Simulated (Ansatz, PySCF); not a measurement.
Potential energy curve for SNa (cation, charge +1), lowest triplet found (which spin is the ground state isn't settled by this scan).

Computed with: UMP2/6-31G* = unrestricted MP2 (frozen core)/6-31G*, spherical d run with PySCF; ROCCSD(T) = Ansatz (a quantum-chemistry and plane-wave program) with CCSD(T) on ROHF/aug-cc-pVDZ, frozen core; ROCCSD = CCSD on ROHF/aug-cc-pVDZ, frozen core run with Ansatz; ROCCSDT(Q) = CCSDT(Q)/B on ROHF/aug-cc-pVDZ, frozen core (Ansatz); ROCCSDT = Ansatz with CCSDT on ROHF/aug-cc-pVDZ, frozen core.

Energies are in kJ/mol, each relative to the lowest point of its own curve between 2.36 and 3.39 Å, where full CI is lowest.

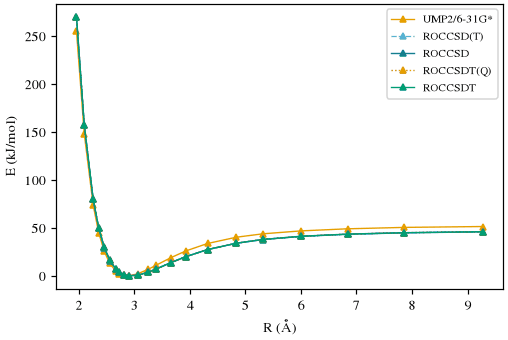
Figure: Energy against bond length for each method.

```csv
R / Å,UMP2/6-31G*,ROCCSD(T),ROCCSD,ROCCSDT(Q),ROCCSDT
1.96,255.1,270.1,269.7,270.2,270.2
2.10,148.1,157.4,157.0,157.6,157.5
2.26,73.9,80.1,79.7,80.2,80.2
2.36,45.0,50.0,49.7,50.1,50.1
2.46,25.4,29.6,29.3,29.6,29.6
2.56,12.8,16.1,15.9,16.1,16.1
2.67,4.7,7.0,6.9,7.0,7.0
2.73,2.2,3.9,3.8,3.9,3.9
2.82,0.3,1.1,1.0,1.1,1.1
2.90,0.0,0.0,0.0,0.0,0.0
3.06,2.0,0.5,0.5,0.5,0.5
3.25,6.7,3.7,3.8,3.7,3.7
3.39,10.9,6.9,7.1,6.9,6.9
3.66,18.9,13.7,13.8,13.6,13.6
3.93,25.9,20.0,20.0,19.9,19.9
4.32,33.7,27.3,27.3,27.3,27.3
4.84,40.2,34.0,33.9,34.0,34.0
5.32,43.8,37.9,37.8,37.9,37.9
6.01,46.8,41.2,41.1,41.2,41.2
6.84,49.0,43.4,43.3,43.4,43.4
7.86,50.4,44.9,44.7,44.9,44.9
9.28,51.3,45.9,45.8,45.9,46.0
```
